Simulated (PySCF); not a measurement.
# C₆H₁₅BS₃: NMR shifts at several levels of theory

How much do the NMR shifts of C₆H₁₅BS₃ (`CCSB(SCC)SCC`) depend on the level of theory, and what does each level cost?

The runs use PySCF 2.14.0, with density-fitted response routines of our own; the level of theory stands in each step. All values are computed, except where a source is named. Atoms count from 0, in the outputs and in this text.

**1. The starting structure**

25 atoms, charge 0, multiplicity 1; geometry from: GFN2-xTB.

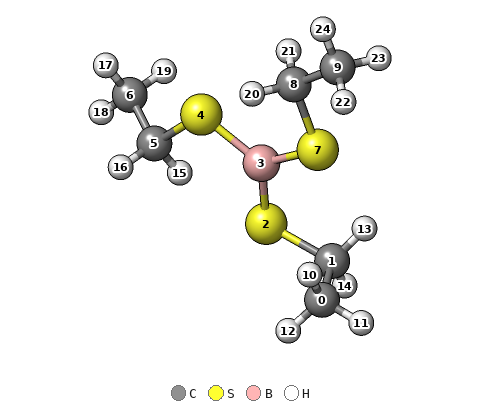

The starting geometry (carbon grey, sulfur yellow, boron pink, hydrogen white), atoms numbered.

**2. Geometry optimisation at PBE0-D3(BJ)/def2-SVP**

What the job is given:

```
{"job": {"xc": "PBE0", "basis": "def2-SVP", "d3": "d3bj", "grid": 1, "kind": "geom"}, "charge": 0, "multiplicity": 1}
C      3.550350     0.028940     0.262460
C      2.756080    -0.500360    -0.914030
S      1.259770    -1.405510    -0.365420
B      0.038120    -0.113020    -0.049270
S     -1.602350    -0.526800     0.574020
C     -1.592030    -2.352160     0.791840
C     -2.920170    -2.936170     0.355070
S      0.437630     1.614900    -0.380800
C     -1.101380     2.507490     0.069260
C     -0.918370     3.992350    -0.168770
H      2.965790     0.760870     0.815000
H      4.457480     0.509910    -0.097140
H      3.823710    -0.783340     0.932390
H      2.434290     0.302770    -1.575290
H      3.327520    -1.236030    -1.478960
H     -0.767330    -2.753060     0.205860
H     -1.408550    -2.531980     1.850920
H     -3.733970    -2.499670     0.929120
H     -2.915960    -4.012770     0.511440
H     -3.096170    -2.737090    -0.699370
H     -1.303610     2.290180     1.117700
H     -1.905510     2.098500    -0.541660
H     -0.084490     4.371090     0.417330
H     -0.716640     4.187510    -1.219290
H     -1.821900     4.523790     0.121450
```

Log:

```text
step   0  E = -1455.91470404  max force = 0.013084
step   1  E = -1455.91673349  max force = 0.003847
step   2  E = -1455.91691906  max force = 0.001052
step   3  E = -1455.91698208  max force = 0.002713
step   4  E = -1455.91714316  max force = 0.002388
step   5  E = -1455.91755525  max force = 0.001939
step   6  E = -1455.91732097  max force = 0.004363
step   7  E = -1455.91791919  max force = 0.002203
step   8  E = -1455.91799144  max force = 0.001114
step   9  E = -1455.91805234  max force = 0.000237
step  10  E = -1455.91806184  max force = 0.000206
optimisation converged
```

Run time: 7.8 min. Hardware: 8 threads of Intel Xeon at 2.50GHz (Skylake/Cascade Lake), shared host.

The steps of the relaxation: (the energy doesn't fall at every step)

| step | energy from step 0 (eV) | largest force component (eV/Å) |
| --- | --- | --- |
| 0 | 0.0000 | 0.6728 |
| 1 | -0.0552 | 0.1978 |
| 2 | -0.0603 | 0.0541 |
| 3 | -0.0620 | 0.1395 |
| 4 | -0.0664 | 0.1228 |
| 5 | -0.0776 | 0.0997 |
| 6 | -0.0712 | 0.2244 |
| 7 | -0.0875 | 0.1133 |
| 8 | -0.0895 | 0.0573 |
| 9 | -0.0911 | 0.0122 |
| 10 | -0.0914 | 0.0106 |

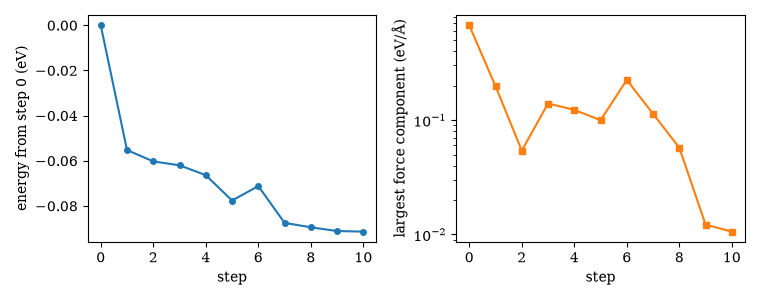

Energy and force, step by step.

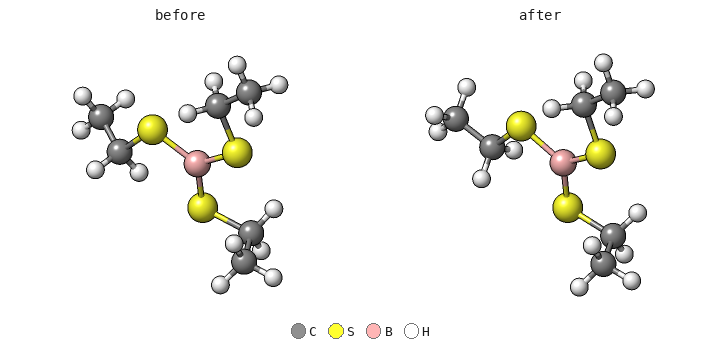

Before and after, at one scale.

Distances of close pairs at the start and the end, largest changes first:

| bond | before (Å) | after (Å) | change (Å) |
| --- | --- | --- | --- |
| C0–H11 | 1.088 | 1.102 | +0.014 |
| C6–H17 | 1.087 | 1.101 | +0.013 |
| C9–H22 | 1.087 | 1.101 | +0.013 |
| C9–H23 | 1.087 | 1.101 | +0.013 |
| C6–H19 | 1.087 | 1.101 | +0.013 |
| C9–H24 | 1.088 | 1.101 | +0.013 |
| C6–H18 | 1.088 | 1.101 | +0.013 |
| C5–H15 | 1.088 | 1.101 | +0.012 |

The final coordinates are the input of the step that follows.

| at the end point | value |
| --- | --- |
| point group (found at 0.08 Å tolerance) | C1 |
| rotational constants (GHz, main isotopes) | 0.782, 0.626, 0.363 |
| dipole moment (D) | 0.20 |

**3. NMR shieldings: PBE0/pcSseg-1**

What the job is given:

```
{"job": {"kind": "nmr", "xc": "PBE0", "basis": "pcSseg-1", "pop": false}, "charge": 0, "multiplicity": 1}
C      3.555920     0.004967     0.424162
C      2.816153    -0.480117    -0.806859
S      1.280757    -1.393718    -0.423265
B      0.043991    -0.106784    -0.158685
S     -1.642892    -0.563280     0.284496
C     -1.607728    -2.388912     0.348128
C     -2.984602    -2.918405     0.695224
S      0.472819     1.636437    -0.347280
C     -1.101369     2.511884    -0.042669
C     -0.899543     4.005988    -0.194617
H      2.942322     0.715723     0.996826
H      4.485744     0.518813     0.131279
H      3.820229    -0.833205     1.085839
H      2.563947     0.350928    -1.483455
H      3.423692    -1.194546    -1.382365
H     -1.270143    -2.763058    -0.630232
H     -0.859610    -2.693974     1.095423
H     -3.329294    -2.532364     1.666687
H     -2.964200    -4.017421     0.754716
H     -3.726926    -2.632792    -0.065545
H     -1.447882     2.255805     0.970098
H     -1.850722     2.134263    -0.754748
H     -0.161618     4.386671     0.527823
H     -0.547752     4.261843    -1.205636
H     -1.848984     4.535595    -0.021484
```

With the program's defaults for keys left out, this is: GIAO PBE0/pcSseg-1 NMR shielding, non-relativistic, gas phase.

Log:

```text
coarse grid: 21776 points
cycle   1  E = -1456.2507725089  dE =  8.077e-01  |g| = 3.879e-01  |ddm| = 4.425e+00
cycle   2  E = -1456.2571989595  dE = -6.426e-03  |g| = 3.819e-01  |ddm| = 7.213e-01
cycle   3  E = -1456.2937926315  dE = -3.659e-02  |g| = 4.934e-02  |ddm| = 3.162e-01
cycle   4  E = -1456.2942320356  dE = -4.394e-04  |g| = 3.011e-02  |ddm| = 9.543e-02
cycle   5  E = -1456.2944889398  dE = -2.569e-04  |g| = 6.676e-03  |ddm| = 3.905e-02
cycle   6  E = -1456.2945006195  dE = -1.168e-05  |g| = 2.102e-03  |ddm| = 8.771e-03
cycle   7  E = -1456.2945015615  dE = -9.420e-07  |g| = 3.685e-04  |ddm| = 2.469e-03
final grid: 194280 points
cycle   8  E = -1456.3597774856  dE = -4.284e-05  |g| = 1.228e-02  |ddm| = 3.772e-02
cycle   9  E = -1456.3597581261  dE =  1.936e-05  |g| = 1.507e-02  |ddm| = 2.395e-02
cycle  10  E = -1456.3598153757  dE = -5.725e-05  |g| = 5.304e-04  |ddm| = 1.352e-02
cycle  11  E = -1456.3598154366  dE = -6.086e-08  |g| = 1.914e-04  |ddm| = 6.459e-04
cycle  12  E = -1456.3598154451  dE = -8.515e-09  |g| = 4.286e-05  |ddm| = 1.692e-04
cycle  13  E = -1456.3598154455  dE = -3.929e-10  |g| = 1.683e-05  |ddm| = 5.665e-05
converged SCF energy = -1456.3598154455

GIAO shielding tensors (ppm)
atom      isotropic    diamagn.    paramagn.     s11        s22        s33       span
  0 C      165.945     247.374     -81.429    148.164    165.090    184.580     36.417
  1 C      155.240     253.332     -98.092    133.169    159.732    172.819     39.650
  2 S      469.130    1062.447    -593.317    331.431    512.088    563.871    232.439
  3 B       42.213     197.873    -155.660     11.086     11.524    104.028     92.942
  4 S      479.876    1063.435    -583.559    335.703    511.007    592.918    257.215
  5 C      155.104     255.224    -100.120    139.861    154.914    170.539     30.678
  6 C      168.353     243.536     -75.183    155.308    163.121    186.630     31.323
  7 S      488.047    1063.078    -575.030    342.615    512.520    609.008    266.393
  8 C      155.477     255.069     -99.592    139.843    156.298    170.289     30.446
  9 C      168.297     243.470     -75.172    155.261    163.009    186.622     31.360
 10 H       29.612      31.140      -1.528     23.861     31.709     33.264      9.402
 11 H       30.093      27.008       3.085     25.549     26.406     38.324     12.774
 12 H       30.192      29.317       0.875     25.922     28.159     36.496     10.573
 13 H       28.288      33.572      -5.284     23.711     28.722     32.430      8.719
 14 H       28.863      30.899      -2.036     22.340     27.597     36.652     14.312
 15 H       28.684      33.864      -5.180     22.211     30.405     33.437     11.226
 16 H       28.673      34.094      -5.421     22.078     30.374     33.568     11.491
 17 H       30.004      28.210       1.794     25.387     28.456     36.169     10.782
 18 H       29.872      25.379       4.494     24.601     27.038     37.978     13.376
 19 H       29.980      28.018       1.962     25.374     28.340     36.227     10.854
 20 H       28.651      34.173      -5.521     22.213     30.308     33.433     11.220
 21 H       28.645      34.016      -5.371     22.051     30.367     33.517     11.466
 22 H       29.964      27.994       1.971     25.368     28.379     36.146     10.779
 23 H       29.984      27.937       2.047     25.344     28.336     36.271     10.927
 24 H       29.852      25.551       4.301     24.576     27.051     37.930     13.354
```

It took 1.8 min on 8 threads of Intel Xeon at 2.50GHz (Skylake/Cascade Lake), shared host.

Shifts follow as δ = σ(reference) − σ, with reference shieldings (ppm) from runs at the same level and on the same kind of geometry: ¹H TMS 31.27, ¹³C TMS 184.4, ¹¹B BF3·OEt2 100.7, ³³S CS2 496. The references are single molecules in the gas phase. Atoms listed in one row are averaged.

| atoms | environment | σ (ppm) | δ (ppm) | δ scaled to CDCl3 |
| --- | --- | --- | --- | --- |
| C1, C5, C8 | sp3 CH2 bonded to S | 155.3 | 29.1 | 24.2 |
| C0, C6, C9 | methyl carbon | 167.5 | 16.9 | 15.9 |
| H13, H14, H15, H16, H20, H21 | hydrogen on an sp3 CH2 bonded to S | 28.63 | 2.63 | 2.71 |
| H10, H11, H12, H17, H18 and 4 more | hydrogen on a methyl carbon | 29.95 | 1.32 | 1.46 |
| S2, S4, S7 | sulfur bonded to C, B | 479 | 17 | – |
| B3 | boron bonded to 3 S | 42.2 | 58.5 | – |

The scaled column applies a straight-line fit of computed shieldings to shifts measured in CDCl3, with any fitted terms for Cl, Br or S neighbours (root-mean-square error 0.21 ppm for H, 2.0 ppm for C).

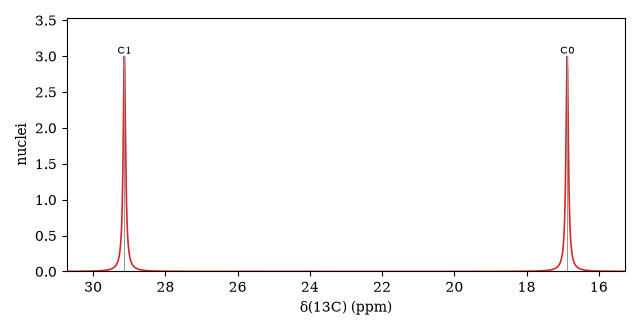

¹³C lines at the computed shifts, without couplings. Lines are broadened to a width of 0.08 ppm (Lorentzian).

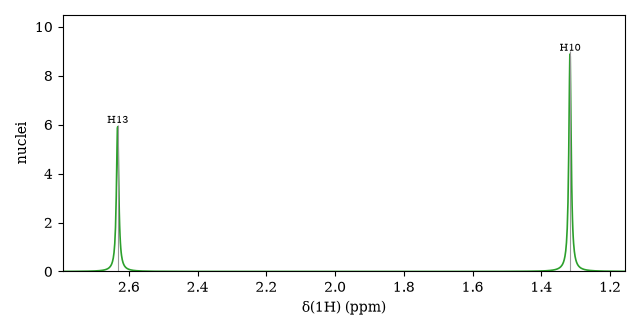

¹H lines at the computed shifts, without couplings. Lines are broadened to a width of 0.01 ppm (Lorentzian).

**4. Nuclear shieldings: PBE/pcSseg-1**

Settings changed since step 3:

```diff
@@ -1,2 +1,2 @@
-{"job": {"kind": "nmr", "xc": "PBE0", "basis": "pcSseg-1", "pop": false}, "charge": 0, "multiplicity": 1}
+{"job": {"kind": "nmr", "xc": "PBE", "basis": "pcSseg-1", "pop": false}, "charge": 0, "multiplicity": 1}
 C      3.555920     0.004967     0.424162
```

Method: GIAO PBE/pcSseg-1 NMR shielding, non-relativistic, gas phase.

Log:

```text
coarse grid: 21776 points
cycle   1  E = -1456.0215708991  dE =  5.664e-01  |g| = 6.268e-01  |ddm| = 4.539e+00
cycle   2  E = -1455.9011000046  dE =  1.205e-01  |g| = 9.198e-01  |ddm| = 1.413e+00
cycle   3  E = -1456.1300044800  dE = -2.289e-01  |g| = 9.838e-02  |ddm| = 8.432e-01
cycle   4  E = -1456.1323829379  dE = -2.378e-03  |g| = 4.092e-02  |ddm| = 1.831e-01
cycle   5  E = -1456.1327506098  dE = -3.677e-04  |g| = 1.427e-02  |ddm| = 5.321e-02
cycle   6  E = -1456.1328005890  dE = -4.998e-05  |g| = 4.806e-03  |ddm| = 1.816e-02
cycle   7  E = -1456.1328065388  dE = -5.950e-06  |g| = 1.590e-03  |ddm| = 6.152e-03
final grid: 194280 points
cycle   8  E = -1456.2204500244  dE = -2.380e-05  |g| = 2.036e-02  |ddm| = 5.046e-02
cycle   9  E = -1456.2202484475  dE =  2.016e-04  |g| = 3.444e-02  |ddm| = 4.748e-02
cycle  10  E = -1456.2205538423  dE = -3.054e-04  |g| = 1.794e-03  |ddm| = 3.168e-02
cycle  11  E = -1456.2205546367  dE = -7.945e-07  |g| = 5.815e-04  |ddm| = 2.188e-03
cycle  12  E = -1456.2205547239  dE = -8.715e-08  |g| = 1.779e-04  |ddm| = 7.371e-04
cycle  13  E = -1456.2205547325  dE = -8.615e-09  |g| = 5.361e-05  |ddm| = 2.412e-04
cycle  14  E = -1456.2205547333  dE = -7.840e-10  |g| = 6.841e-06  |ddm| = 5.593e-05
converged SCF energy = -1456.2205547333

GIAO shielding tensors (ppm)
atom      isotropic    diamagn.    paramagn.     s11        s22        s33       span
  0 C      161.306     247.250     -85.944    142.920    160.444    180.553     37.633
  1 C      148.476     253.413    -104.937    124.339    153.942    167.147     42.808
  2 S      435.925    1062.722    -626.797    307.514    469.092    531.168    223.654
  3 B       40.622     199.398    -158.775     10.763     11.135     99.969     89.207
  4 S      446.325    1063.640    -617.316    314.460    476.957    547.557    233.097
  5 C      148.211     254.996    -106.785    132.834    147.063    164.736     31.902
  6 C      163.566     243.589     -80.023    149.891    157.941    182.866     32.975
  7 S      454.996    1063.326    -608.331    321.168    478.420    565.399    244.231
  8 C      148.650     254.838    -106.188    132.870    148.570    164.509     31.639
  9 C      163.509     243.529     -80.021    149.848    157.820    182.858     33.009
 10 H       29.535      31.517      -1.982     23.986     31.714     32.905      8.920
 11 H       30.005      26.838       3.167     25.639     26.496     37.881     12.243
 12 H       30.151      29.365       0.785     26.120     28.183     36.150     10.030
 13 H       28.060      33.758      -5.698     23.722     28.508     31.948      8.225
 14 H       28.702      30.554      -1.851     22.337     27.694     36.075     13.738
 15 H       28.487      33.876      -5.389     22.233     30.237     32.990     10.757
 16 H       28.475      34.164      -5.689     22.091     30.214     33.119     11.027
 17 H       29.932      28.402       1.529     25.594     28.433     35.768     10.175
 18 H       29.797      25.264       4.533     24.736     27.120     37.536     12.800
 19 H       29.907      28.171       1.736     25.577     28.321     35.822     10.245
 20 H       28.460      34.262      -5.802     22.237     30.155     32.987     10.750
 21 H       28.444      34.059      -5.615     22.063     30.203     33.066     11.004
 22 H       29.891      28.182       1.710     25.578     28.358     35.738     10.159
 23 H       29.912      28.089       1.824     25.547     28.313     35.876     10.328
 24 H       29.776      25.473       4.303     24.710     27.129     37.490     12.780
```

Wall time 90 s (8 threads of Intel Xeon at 2.50GHz (Skylake/Cascade Lake), shared host).

Key values: δ C1 31.6, C0 17.2, S2 45, B3 54.1, H13 2.76, H10 1.32 ppm (means over like atoms).

[end of part 1 of 2]
